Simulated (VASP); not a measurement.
# TePt with PBEsol: from relaxation to properties, part 2 of 2

Aim: relax TePt with PBEsol, compute its properties on that cell and hold them against experiment. The start is a cell from a database of measured crystal structures.

VASP 6.6.1; PBEsol; plane waves and PAW (Te, Pt).

So far. Step 12 (Volume scan with PBEsol, volume scale 1.06): The pressure falls from -4.69 to -6.65 GPa. The parabola predicted -6.55 GPa, +0.10 GPa off.

The database entry behind the starting cell differs from later determinations by our own check (c about 0.8 % long), so it need not match the best structure at ambient conditions.

**13. Comparing the runs**

Times are for 4 MPI ranks of Intel Xeon 6975P-C (Granite Rapids), shared host. The runs compared:

```csv
no.,volume scale,energy above the lowest point (meV/atom),pressure (GPa),time,memory (GiB)
1,0.94,38.83,9.738,14 s,0.85
2,0.96,16.65,6.095,15 s,0.84
3,0.98,4.07,2.873,15 s,0.84
4,1,0,0.02269,14 s,0.85
5,1.02,3.43,-2.470,15 s,0.85
6,1.04,13.48,-4.689,14 s,0.84
7,1.06,29.36,-6.648,14 s,0.83
```

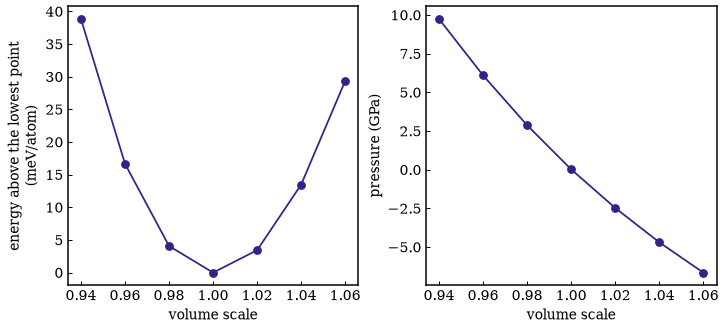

The series as plots.

**14. Fit for PBEsol**

This step: Birch-Murnaghan fit, PBEsol; plane waves and PAW (VASP 6.6.1).

This step runs nothing: it gathers the runs above.

Numbers from this step:

```yaml
pressure_derivative_of_the_bulk_modulus: 5.233
r_m_s_error_of_the_fit: 4.56e-6 eV/atom
minimum_inside_the_sampled_range: yes
bulk_modulus: 133.4 GPa
equilibrium_volume_of_the_fit: 22.44 Å³/atom
```

Energy above the fitted minimum against volume:

```csv
volume (Å³/atom),energy above the fitted minimum (eV/atom)
21.09,0.0388
21.54,0.0166
21.99,0.00407
22.43,-2.6e-6
22.88,0.00343
23.33,0.0135
23.78,0.0294
```

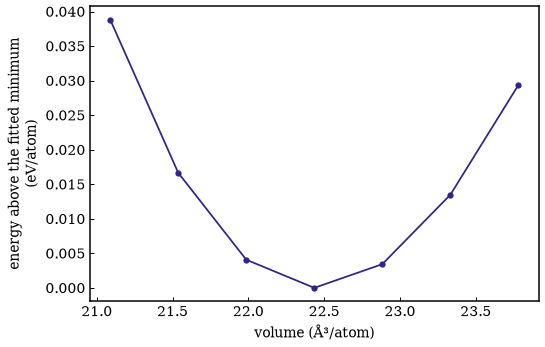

Energy above the fitted minimum, plotted against volume.

The fitted volume lies +0.04 % from the relaxed one. The atoms bear forces along the scan, since they were held; freeing them would lower the modulus.

**15. Vibrations at Γ (PBEsol)**

This step: PBEsol; plane waves and PAW (Te, Pt) (VASP 6.6.1).

Zone-centre modes test whether the atoms sit at a minimum within this cell. IBRION = 8 takes the force constants from linear response, which needs tightly converged orbitals.

The input, INCAR:

```
SYSTEM = TePt
PREC = Accurate
ENCUT = 400
EDIFF = 1E-08
NELM = 100
ISMEAR = 1
SIGMA = 0.2
LREAL = .FALSE.
ALGO = Normal
GGA = PS
NBANDS = 22
LASPH = .TRUE.
LORBIT = 11
LWAVE = .FALSE.
LCHARG = .FALSE.
KPAR = 4
IBRION = 8
ISIF = 2
```

The input, POSCAR:

```
TePt
1.0
   -3.9543941672      0.0000000000      0.0000000000
    1.9771970836     -3.4246058054      0.0000000000
    1.9771970836      1.1415352685      6.6265692397
Te Pt
2 2
Direct
    0.1974739032      0.0987369516      0.2962108549
    0.8025260968      0.9012630484      0.7037891451
    0.7400761124      0.3700380562      0.1101141686
    0.2599238876      0.6299619438      0.8898858314
```

The input, KPOINTS:

```
Automatic mesh
0
Gamma
12 12 12
0 0 0
```

PAW data sets: Te and Pt (PBE family, release 64).

Command:

```
$ mpirun -np 4 vasp_std
```

Run time: 9.8 min. Hardware: 4 MPI ranks of Intel Xeon 6975P-C (Granite Rapids), shared host; peak memory 8.5 GiB; 35 min of CPU time.

Energies printed during the response cycles are not total energies of the cell.

Numbers from this step:

* irreducible k-points: 189
* pressure of the cell: 0.06646 GPa
* largest force of the cell: 0.04867 eV/Å
* Fermi energy: 8.396 eV

Modes at Γ, with each element's share of the kinetic energy:

```csv
mode,frequency (cm⁻¹),symmetry,Te %,Pt %
1,0.0,acoustic,40,60
2,0.0,acoustic,40,60
3,0.0,acoustic,40,60
4,89.4,Eg,65,35
5,89.4,Eg,65,35
6,116.2,A1g,49,51
7,151.7,A2u,60,40
8,159.9,Eu,60,40
9,159.9,Eu,60,40
10,170.7,A1g,51,49
11,180.0,Eg,35,65
12,180.0,Eg,35,65
```

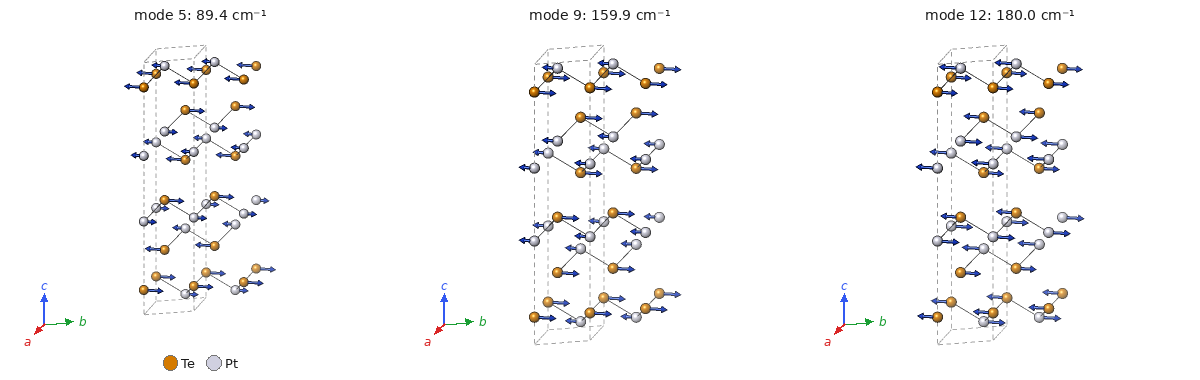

Displacement patterns of modes 5, 9 and 12 at Γ; arrows are exaggerated. Bonds to atoms that aren't drawn are left out. 1×2×1 conventional cells are drawn. Some periodic images of atoms are drawn too.

The three acoustic modes come out at zero, and all others are real. By the characters of their eigenvectors the optical modes sort into (cm⁻¹) Raman active: Eg 89, A1g 116, A1g 171, Eg 180; infrared active: A2u 152, Eu 160. With a centre of inversion no mode is active in both.

**16. Results**

```
relaxed volume                            : 22.43 Å³/atom
relaxed conventional cell a, b, c         : 3.954, 3.954, 19.880 Å; angles 90.0, 90.0, 120.0°
space group after relaxing, within 0.02 Å : R-3m (No. 166)
band gap                                  : none, a metal
DOS at the Fermi level                    : 1.98 states/eV/cell
bulk modulus from the fit                 : 133 GPa
volume from the fit                       : 22.4 Å³/atom
highest zone-centre mode                  : 180 cm⁻¹
```

With PBEsol, TePt relaxes to 22.43 Å³/atom in space group R-3m (held by the symmetry of the run), comes out as a metal and has a bulk modulus of 133 GPa at fixed shape and positions, an upper bound. Against the listed cell the volume lies -0.9 % (a -0.2 %, c -0.5 %). Band structure (PBEsol): Of the bands kept, 4 cross the Fermi level on this path. Vibrations at Γ (PBEsol): The highest mode in this list at Γ, 180.0 cm⁻¹, has its largest share on Pt (65 % of the kinetic energy). Spin-orbit coupling is left out, and with elements this heavy it would split and shift bands near the Fermi level. The k-sampling is coarse for a metal, so the Fermi level, pressures and the shape of the cell carry errors. Modes at Γ alone can't show that the crystal is stable at other wave vectors. The bonds form layers, and without a dispersion term the spacing between them, and what depends on it, is unreliable. No search among competing phases was made, and a listed structure need not be the one stable at ambient conditions. All values are for a static lattice at zero temperature.

Calculation against experiment:

| quantity | measured | PBEsol |
| --- | --- | --- |
| lattice constant a (Å) | 3.9612 | 3.954 (-0.2 %) |
| lattice constant c (Å) | 19.815 | 19.880 (+0.3 %) |

Measured values from arxiv:2203.06655 (2022).

How well it matches: The lattice constant a is off by -0.2 %: good agreement. The lattice constant c is off by +0.3 %: good agreement. The grades are ours: good and fair within 0.7 and 1.5 % for the lattice constant a and 0.8 and 2 % for the lattice constant c. Zero-point motion and thermal expansion (measured at up to 200 K) are not in the computed lattice constants.

[Lines on the potential files, build, host, timing and source positions are cut from VASP's logs without a mark.]

[Logs are printed without paths, hosts, clocks, repeated set-up lines and the standing remarks that a program may print on its own settings, such as how far it seeks lower states.]

[Hosts, paths, dates, database ids (printed as entryN), source tags and the programs' standing remarks are cut or masked in the printed files.]

[A measured line is paired with the nearest computed mode of its activity, which favours agreement.]
